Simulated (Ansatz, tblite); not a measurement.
**The cluster Ga2F4: removing and adding an electron**

Aim: the energy of removing and adding an electron for the cluster Ga2F4, by energy differences, and how well orbital energies stand in for it.

Program: Ansatz 0.2.0, Gaussian basis. Level of theory: as each input shows. These are calculated values, not measurements.

Plan: charge +1 doublet, at the geometry of the singlet (PBE0-D4/def2-TZVP, PBE-D4/def2-TZVP, ωB97X-V/def2-TZVP, CCSD(T)/def2-SVP); charge -1 doublet, at the geometry of the singlet (PBE0-D4/def2-TZVPD, PBE-D4/def2-TZVPD, ωB97X-V/def2-TZVPD); the starting singlet's energies come from earlier runs.

2 further runs of the same task are left out: 2 set aside as unsound or not needed.

## 1. The relaxed structure

The geometry is that of the singlet, from an earlier relaxation (r2SCAN-D4/def2-SVP). At that level it is the lowest of the isomers that a small search found.

6 atoms, charge 0, spin multiplicity 1.

Atoms are counted from 1 here; the program's logs count them from 0.

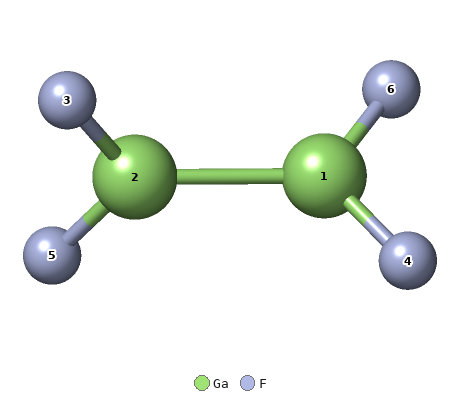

The structure; gallium green, fluorine light blue; atoms are numbered from 1 in the order of the file.

As a file:

```mol
F4Ga2
  3D, bonds by distance, orders not assigned

  6  5  0  0  0  0  0  0  0  0999 V2000
    0.1375    1.1913   -0.0799 Ga  0  0
   -0.1376   -1.1921    0.0788 Ga  0  0
   -0.6152   -2.0076    1.5441 F   0  0
    1.6471    2.0029    0.2411 F   0  0
    0.1250   -2.2696   -1.2673 F   0  0
   -1.1568    2.2751   -0.5169 F   0  0
  1  2  8  0
  1  4  8  0
  1  6  8  0
  2  3  8  0
  2  5  8  0
M  END
```

## 2. Charge +1 doublet at the fixed geometry, PBE0-D4/def2-TZVP

Input file in.yaml:

```yaml
crystal:
  periodic: [false, false, false]
  atoms:
    - {symbol: Ga, position_ang: [0.137502, 1.191285, -0.079852]}
    - {symbol: Ga, position_ang: [-0.137640, -1.192114, 0.078795]}
    - {symbol: F, position_ang: [-0.615182, -2.007552, 1.544099]}
    - {symbol: F, position_ang: [1.647100, 2.002870, 0.241103]}
    - {symbol: F, position_ang: [0.125002, -2.269555, -1.267251]}
    - {symbol: F, position_ang: [-1.156783, 2.275067, -0.516885]}
basis:
  gaussian: {orbitals: def2-TZVP}
total_charge: 1
magnetization: {spin_polarized: true, initial_magnetization: 1}
hamiltonian: {xc: pbe0, dispersion: d4}
scf: {omitted_lower_state_checks: [starts]}
output: {orbitals: {seedname: orbitals}}
```

On the command line:

```console
ansatz run in.yaml --threads 2 --pin off --events-out ev --progress --plain --max-ram 32768MiB --backend cpu
```

Output:

```text
Functional definition: PBE0
  name "PBE0"
  cite "Adamo & Barone, J. Chem. Phys. 110, 6158 (1999) doi:10.1063/1.478522"
  cite "Perdew, Burke & Ernzerhof, Phys. Rev. Lett. 77, 3865 (1996) doi:10.1103/PhysRevLett.77.3865"
  parent pbe
  parameter a = 0.25
  parameter kappa = 0.804
  parameter beta = 0.06672455060314922
  exchange = (1 - a)*pbe_x(kappa = kappa, mu = beta*pi^2/3) + a*exact_x
  correlation = pbe_c(beta = beta)
these checks for a lower state are left out or cut short: starts
1450 factors; their error is unknown
mean field evaluation 1: about -115574.4375 eV, gradient 8.6e1 eV
mean field evaluation 2: about -115405.3079 eV, gradient 2.3e2 eV
mean field evaluation 4: about -115595.3283 eV, gradient 2.3e1 eV
mean field evaluation 8: about -115597.0956 eV, gradient 2.1e-1 eV
mean field evaluation 16: about -115597.5128 eV, gradient 1.1e-3 eV
mean field -115597.51283984 eV, -4248.1302420556 hartree, gradient 3.8e-5 eV, S^2 0.760454; 0 other end points of the search recorded, 0 dependent functions left out
reference -115597.51287076 eV, -4248.1302431920 hartree; 49, 48 occupied and 171, 172 virtual orbitals, 1450 factors
Total energy: -115597.61812019 eV, -4248.1341110373 hartree
Checks for a lower state left out: starts
```

Wall time 12 s (2 threads of AMD EPYC 7R13, shared host); peak memory 1 GiB.

HOMO -16.92 eV, LUMO -14.18 eV (over both spins); ⟨S²⟩ 0.760 (pure: 0.75).

## 3. Charge +1 doublet at the fixed geometry, PBE-D4/def2-TZVP

start.molden holds the orbitals of an earlier run on this state, given as this run's starting guess.

in.yaml: that of step 2 with these lines changed.

```diff
@@ -10,6 +10,6 @@
 basis:
-  gaussian: {orbitals: def2-TZVP}
+  gaussian: {orbitals: def2-TZVP, initial_orbitals: start.molden}
 total_charge: 1
 magnetization: {spin_polarized: true, initial_magnetization: 1}
-hamiltonian: {xc: pbe0, dispersion: d4}
+hamiltonian: {xc: pbe, dispersion: d4}
 scf: {omitted_lower_state_checks: [starts]}
```

Launched as before.

Output:

```text
Functional definition: PBE
  name "PBE"
  cite "Perdew, Burke & Ernzerhof, Phys. Rev. Lett. 77, 3865 (1996) doi:10.1103/PhysRevLett.77.3865"
  parent pbe
  parameter kappa = 0.804
  parameter beta = 0.06672455060314922
  exchange = pbe_x(kappa = kappa, mu = beta*pi^2/3)
  correlation = pbe_c(beta = beta)
these checks for a lower state are left out or cut short: starts
1360 factors; their error is unknown
mean field evaluation 1: about -115596.0136 eV, gradient 1.1e1 eV
mean field evaluation 2: about -115596.3219 eV, gradient 3.9e-1 eV
mean field evaluation 4: about -115596.3042 eV, gradient 7.8e-2 eV
mean field evaluation 8: about -115596.3042 eV, gradient 2.6e-5 eV
mean field -115596.30420367 eV, -4248.0858254957 hartree, gradient 2.6e-5 eV, S^2 0.752373; 0 other end points of the search recorded, 0 dependent functions left out
reference -115596.30424561 eV, -4248.0858270369 hartree; 49, 48 occupied and 171, 172 virtual orbitals, 1360 factors
Total energy: -115596.42671203 eV, -4248.0903275949 hartree
Checks for a lower state left out: starts
```

Run time: 5.5 s. Hardware: 2 threads of AMD EPYC 7R13, shared host.

HOMO -15.11 eV, LUMO -14.45 eV (over both spins); ⟨S²⟩ 0.752 (pure: 0.75).

## 4. Charge +1 doublet at the fixed geometry, ωB97X-V/def2-TZVP

in.yaml: that of step 3 with these lines changed.

```diff
@@ -13,3 +13,3 @@
 magnetization: {spin_polarized: true, initial_magnetization: 1}
-hamiltonian: {xc: pbe, dispersion: d4}
+hamiltonian: {xc: {name: wB97X-V}}
 scf: {omitted_lower_state_checks: [starts]}
```

Launched as before.

Output, cut to the lines that bear on the results:

```text
Functional definition: wB97X-V
  name "wB97X-V"
  cite "Mardirossian & Head-Gordon, Phys. Chem. Chem. Phys. 16, 9904 (2014) doi:10.1039/C3CP54374A"
  cite "Becke, J. Chem. Phys. 107, 8554 (1997) doi:10.1063/1.475007"
  cite "Vydrov & Van Voorhis, J. Chem. Phys. 133, 244103 (2010) doi:10.1063/1.3521275"
[...]
      + integral(e_c_pw_opposite_spin*poly(b97_u_opposite, cos0, cos1)) + vv10(b, c)
[...]
1430 factors; their error is unknown
270 factors; integrals over basis functions are off by at most 3.0e-6 eV
[...]
mean field -115608.05867605 eV, -4248.5177943882 hartree, gradient 4.4e-5 eV, S^2 0.764484; 0 other end points of the search recorded, 0 dependent functions left out
reference -115608.05867402 eV, -4248.5177943135 hartree; 49, 48 occupied and 171, 172 virtual orbitals, 1430 factors
Total energy: -115608.05867402 eV, -4248.5177943135 hartree
Checks for a lower state left out: starts
```

Wall time 23 s (2 threads of AMD EPYC 7R13, shared host); peak memory 1.2 GiB.

Report: HOMO -19.23 eV, LUMO -12.46 eV (over both spins); ⟨S²⟩ 0.764 (pure: 0.75).

## 5. Charge +1 doublet at the fixed geometry, CCSD(T)/def2-SVP

in.yaml: that of step 4 with these lines changed.

```diff
@@ -10,7 +10,7 @@
 basis:
-  gaussian: {orbitals: def2-TZVP, initial_orbitals: start.molden}
+  gaussian: {orbitals: def2-SVP, initial_orbitals: start.molden}
 total_charge: 1
 magnetization: {spin_polarized: true, initial_magnetization: 1}
-hamiltonian: {xc: {name: wB97X-V}}
-scf: {omitted_lower_state_checks: [starts]}
+correlation: {method: ccsd_t}
+scf: {omitted_lower_state_checks: [starts, cluster_reference]}
 output: {orbitals: {seedname: orbitals}}
```

On the command line:

```console
ansatz run in.yaml --threads 2 --pin off --events-out ev --progress --plain --max-ram 32768MiB --backend cuda --devices 0, --max-vram 18GiB
```

Output, cut to the lines that bear on the results:

```text
Functional definition: HF
  name "HF"
  cite "Fock, Z. Phys. 61, 126 (1930) doi:10.1007/BF01340294"
  parent pbe
[...]
1146 factors; integrals over basis functions are off by at most 5.4e-4 eV
[...]
mean field -115462.60757997 eV, -4243.1725651974 hartree, gradient 1.7e-6 eV, S^2 0.773216; 0 other end points of the search recorded, 0 dependent functions left out
22 core orbitals not correlated: weight in the atoms' cores, before any rotation towards them, 1.000 or more for the frozen orbitals, at most 0.000 for the correlated occupied ones
reference -115462.60757997 eV, -4243.1725651974 hartree; 27, 26 occupied and 71, 72 virtual orbitals, 1146 factors
second order -31.63247026 eV of doubles, -0.00000000 eV of singles
cycle   1  -29.70456181 eV  change     1.9e0 eV  update   2.0e-1
[...]
cycle  14  -30.99423798 eV  change    8.8e-6 eV  update   1.3e-5
perturbative correction -0.83816818 eV, -0.0308021126 hartree
Total energy: -115494.43998613 eV, -4244.3423845472 hartree
Checks for a lower state left out: starts, cluster_reference
```

Run time: 8 s. Hardware: 1 × H100 (card shared with other runs) with 2 threads of AMD EPYC 7R13, shared host; peak host memory 0.77 GiB.

Report: Hartree-Fock HOMO -21.70 eV, LUMO -11.51 eV (over both spins); ⟨S²⟩ 0.773 (pure: 0.75); T1 0.024.

## 6. Vertical ionisation energy

Charged state less starting state, singlet to doublet; the starting state's energies are those of its earlier runs.

Differences are taken before rounding.

```csv
method,vertical ionisation energy (eV),from CCSD(T)/def2-SVP (eV),time
HF/def2-SVP,12.31,+0.21,
PBE-D4/def2-TZVP,11.46,-0.65,8.4 s
PBE0-D4/def2-TZVP,12.06,-0.05,18 s
ωB97X-V/def2-TZVP,12.31,+0.20,35 s
MP2/def2-SVP,12.10,-0.01,
CCSD/def2-SVP,12.25,+0.15,
CCSD(T)/def2-SVP,12.10,0,11 s
```

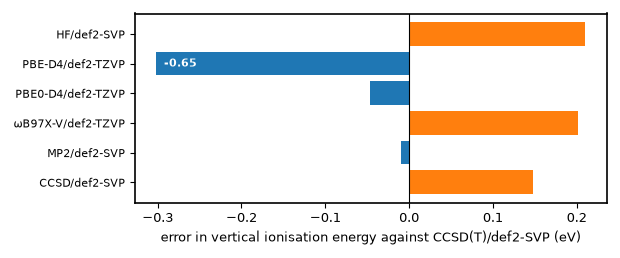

Error of each method against CCSD(T)/def2-SVP. Bars with a number in them are cut short.

Some runs used a GPU and others CPU threads alone, so the times don't compare the methods' cost.

Times add the two runs; a level without a time comes out of a correlated run.

Beside −ε(HOMO) of the starting state:

```csv
level,−ε(HOMO) (eV),by difference (eV),mismatch (eV)
PBE-D4/def2-TZVP,8.45,11.46,-3.01
PBE0-D4/def2-TZVP,9.90,12.06,-2.15
ωB97X-V/def2-TZVP,12.15,12.31,-0.15
```

## 7. Charge -1 doublet at the fixed geometry, PBE0-D4/def2-TZVPD

in.yaml: that of step 5 with these lines changed.

```diff
@@ -10,7 +10,7 @@
 basis:
-  gaussian: {orbitals: def2-SVP, initial_orbitals: start.molden}
-total_charge: 1
+  gaussian: {orbitals: def2-TZVPD}
+total_charge: -1
 magnetization: {spin_polarized: true, initial_magnetization: 1}
-correlation: {method: ccsd_t}
-scf: {omitted_lower_state_checks: [starts, cluster_reference]}
+hamiltonian: {xc: pbe0, dispersion: d4}
+scf: {omitted_lower_state_checks: [starts]}
 output: {orbitals: {seedname: orbitals}}
```

On the command line:

```console
ansatz run in.yaml --threads 2 --pin off --events-out ev --progress --plain --max-ram 32768MiB --backend cpu
```

Output, cut to the lines that bear on the results:

```text
Functional definition: PBE0
  name "PBE0"
  cite "Adamo & Barone, J. Chem. Phys. 110, 6158 (1999) doi:10.1063/1.478522"
  cite "Perdew, Burke & Ernzerhof, Phys. Rev. Lett. 77, 3865 (1996) doi:10.1103/PhysRevLett.77.3865"
  parent pbe
[...]
1636 factors; their error is unknown
[...]
mean field -115610.53257388 eV, -4248.6087084565 hartree, gradient 3.4e-6 eV, S^2 0.752682; 0 other end points of the search recorded, 0 dependent functions left out
reference -115610.53262078 eV, -4248.6087101799 hartree; 50, 49 occupied and 218, 219 virtual orbitals, 1636 factors
Total energy: -115610.65553500 eV, -4248.6132271943 hartree
Checks for a lower state left out: starts
```

Wall time 55 s (2 threads of AMD EPYC 7R13, shared host); peak memory 2.1 GiB.

HOMO 0.89 eV, LUMO 2.40 eV (over both spins); ⟨S²⟩ 0.753 (pure: 0.75). Doubts: highest occupied level lies above zero.

## 8. Charge -1 doublet at the fixed geometry, PBE-D4/def2-TZVPD

in.yaml: that of step 7 with these lines changed.

```diff
@@ -10,6 +10,6 @@
 basis:
-  gaussian: {orbitals: def2-TZVPD}
+  gaussian: {orbitals: def2-TZVPD, initial_orbitals: start.molden}
 total_charge: -1
 magnetization: {spin_polarized: true, initial_magnetization: 1}
-hamiltonian: {xc: pbe0, dispersion: d4}
+hamiltonian: {xc: pbe, dispersion: d4}
 scf: {omitted_lower_state_checks: [starts]}
```

Same command.

Output:

```text
Functional definition: PBE
  name "PBE"
  cite "Perdew, Burke & Ernzerhof, Phys. Rev. Lett. 77, 3865 (1996) doi:10.1103/PhysRevLett.77.3865"
  parent pbe
  parameter kappa = 0.804
  parameter beta = 0.06672455060314922
  exchange = pbe_x(kappa = kappa, mu = beta*pi^2/3)
  correlation = pbe_c(beta = beta)
these checks for a lower state are left out or cut short: starts
1540 factors; their error is unknown
mean field evaluation 1: about -115608.5023 eV, gradient 1.1e1 eV
mean field evaluation 2: about -115608.7654 eV, gradient 2.8e-1 eV
mean field evaluation 4: about -115608.7313 eV, gradient 7.4e-2 eV
mean field evaluation 8: about -115608.7314 eV, gradient 1.0e-4 eV
mean field evaluation 16: about -115608.7314 eV, gradient 8.8e-6 eV
mean field -115608.73135694 eV, -4248.5425149548 hartree, gradient 8.8e-6 eV, S^2 0.751901; 0 other end points of the search recorded, 0 dependent functions left out
reference -115608.73141683 eV, -4248.5425171559 hartree; 50, 49 occupied and 218, 219 virtual orbitals, 1540 factors
Total energy: -115608.87429904 eV, -4248.5477679803 hartree
Checks for a lower state left out: starts
```

Run time: 22 s. Hardware: 2 threads of AMD EPYC 7R13, shared host; peak memory 0.96 GiB.

Report: HOMO 1.59 eV, LUMO 1.63 eV (over both spins); ⟨S²⟩ 0.752 (pure: 0.75). Doubts: highest occupied level lies above zero.

## 9. Charge -1 doublet at the fixed geometry, ωB97X-V/def2-TZVPD

in.yaml: that of step 8 with these lines changed.

```diff
@@ -13,3 +13,3 @@
 magnetization: {spin_polarized: true, initial_magnetization: 1}
-hamiltonian: {xc: pbe, dispersion: d4}
+hamiltonian: {xc: {name: wB97X-V}}
 scf: {omitted_lower_state_checks: [starts]}
```

Launched as before.

Output, cut to the lines that bear on the results:

```text
Functional definition: wB97X-V
  name "wB97X-V"
  cite "Mardirossian & Head-Gordon, Phys. Chem. Chem. Phys. 16, 9904 (2014) doi:10.1039/C3CP54374A"
  cite "Becke, J. Chem. Phys. 107, 8554 (1997) doi:10.1063/1.475007"
  cite "Vydrov & Van Voorhis, J. Chem. Phys. 133, 244103 (2010) doi:10.1063/1.3521275"
[...]
      + integral(e_c_pw_opposite_spin*poly(b97_u_opposite, cos0, cos1)) + vv10(b, c)
[...]
1608 factors; their error is unknown
400 factors; integrals over basis functions are off by at most 1.9e-5 eV
[...]
mean field -115621.14417249 eV, -4248.9986775127 hartree, gradient 4.2e-6 eV, S^2 0.755121; 0 other end points of the search recorded, 0 dependent functions left out
reference -115621.14417087 eV, -4248.9986774533 hartree; 50, 49 occupied and 218, 219 virtual orbitals, 1608 factors
Total energy: -115621.14417087 eV, -4248.9986774533 hartree
Checks for a lower state left out: starts
```

Run time: 1.7 min. Hardware: 2 threads of AMD EPYC 7R13, shared host; peak memory 2.4 GiB.

Report: HOMO -0.71 eV, LUMO 4.12 eV (over both spins); ⟨S²⟩ 0.755 (pure: 0.75).

## 10. Vertical electron affinity

Starting state less charged state (positive: the electron is bound), singlet to doublet; the starting state's energies are those of its earlier runs.

```csv
level,vertical electron affinity (eV),time
PBE-D4/def2-TZVPD,+0.83,26 s
PBE0-D4/def2-TZVPD,+0.84,65 s
ωB97X-V/def2-TZVPD,+0.63,2 min
```

Times add the two runs; a level without a time comes out of a correlated run.

Beside −ε(LUMO) of the starting state:

```csv
level,−ε(LUMO) (eV),by difference (eV),mismatch (eV)
PBE-D4/def2-TZVPD,3.34,0.83,+2.51
PBE0-D4/def2-TZVPD,2.53,0.84,+1.68
ωB97X-V/def2-TZVPD,0.56,0.63,-0.07
```

## 11. Outcome

| quantity | value |
| --- | --- |
| vertical ionisation energy, functionals in def2-TZVP | 11.46 (PBE-D4) to 12.31 eV (ωB97X-V) |
| vertical ionisation energy, CCSD(T)/def2-SVP | 12.10 eV |
| vertical electron affinity, functionals in def2-TZVPD | 0.63 (ωB97X-V) to 0.84 eV (PBE0-D4) |

In words: The vertical ionisation energy spans 11.46 to 12.31 eV over the functionals, beside 12.10 eV from CCSD(T)/def2-SVP. −ε(HOMO) misses the level's own difference by -0.15 eV at best (ωB97X-V) and -3.01 eV at worst (PBE-D4). The yardstick is in a double-zeta basis, so levels in larger sets aren't compared like for like. CCSD(T)/def2-SVP isn't at the basis-set limit; small misses against it rank nothing. The vertical electron affinity spans 0.63 to 0.84 eV over the functionals. The anion's highest level lies above zero where self-interaction lifts it, so diffuse functions weigh on these values. −ε(LUMO) misses the level's own difference by -0.07 eV at best (ωB97X-V) and +2.51 eV at worst (PBE-D4).
